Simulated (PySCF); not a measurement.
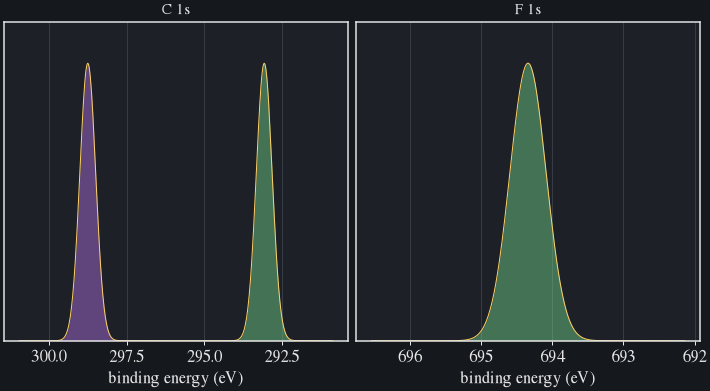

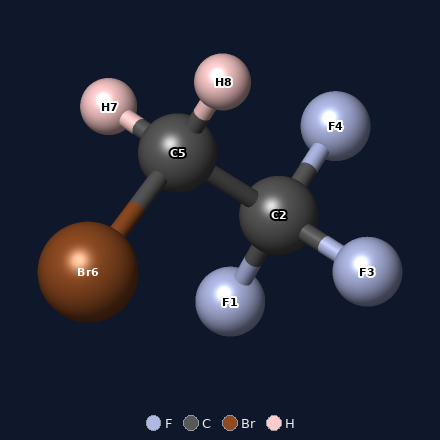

Simulated XPS of C₂H₂BrF₃ (CF3CH2Br), SMILES FC(F)(F)CBr. Vertical core-electron binding energies by ΔSCF (SCAN, pcX-2 on the ionised atom, pcseg-1 elsewhere, spin-free X2C; PySCF 2.14.0, at a PBE0-D3(BJ)/def2-SVP geometry (no frequency check)), gas phase, against the vacuum level. One atom of each kind was ionised; within a panel, areas follow the number of like atoms, each panel is scaled alone, Gaussians of 0.6 eV full width. Only the regions named are shown.

Assign the components.

Answer.
| level | atoms | binding energy (eV) |
| --- | --- | --- |
| C 1s | C2 | 298.8 |
| C 1s | C5 | 293.1 |
| F 1s | F1, F3, F4 | 694.3 |

How large is the chemical shift across the C 1s region?

Answer. 5.7 eV, from C5 at 293.1 eV to C2 at 298.8 eV.
